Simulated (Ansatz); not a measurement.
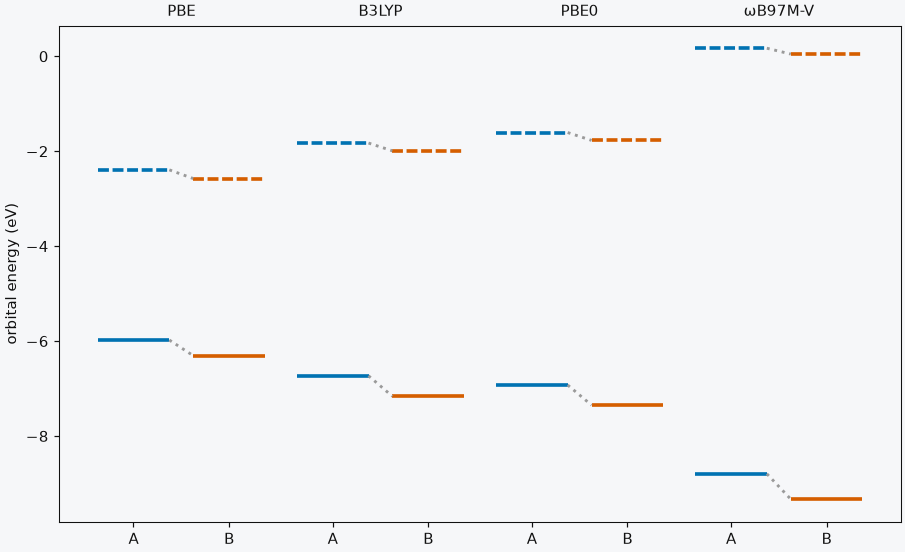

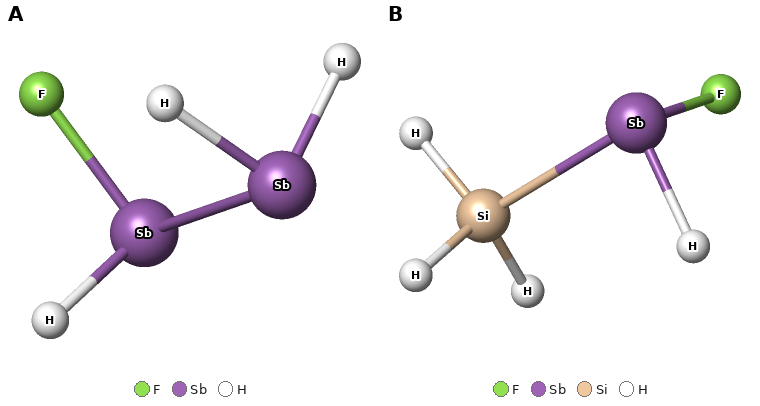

One change: A, Sb₂H₃F (SMILES [F][SbH][SbH2]), becomes B, SiSbH₄F (SMILES [F][SbH][SiH3]). SbH₂ on Sb is replaced by SiH₃. HOMO (solid) and LUMO (dashed) computed in def2-TZVPP at PBE0-D4/def2-TZVP geometries, both minima by their frequencies, gas phase, the Ansatz code. Empty levels above zero depend strongly on the basis.

Q: What does the change do to HOMO and LUMO?

A: PBE: the HOMO falls by 0.33 eV, the LUMO falls by 0.18 eV, and the separation goes from 3.59 to 3.73 eV. B3LYP: the HOMO falls by 0.43 eV, the LUMO falls by 0.16 eV, and the separation goes from 4.90 to 5.17 eV. PBE0: the HOMO falls by 0.42 eV, the LUMO falls by 0.17 eV, and the separation goes from 5.32 to 5.58 eV. ωB97M-V: the HOMO falls by 0.53 eV, the LUMO falls by 0.12 eV, and the separation goes from 8.97 to 9.38 eV.

Q: Do the functionals agree on the effect?

A: They agree on the direction for both levels; the HOMO shift lies between −0.53 and −0.33 eV and the LUMO shift between −0.18 and −0.12 eV, while the separations themselves differ by up to 5.6 eV between functionals.

Note: core potentials past krypton; spin-orbit coupling is left out, and with Sb it can shift these values.
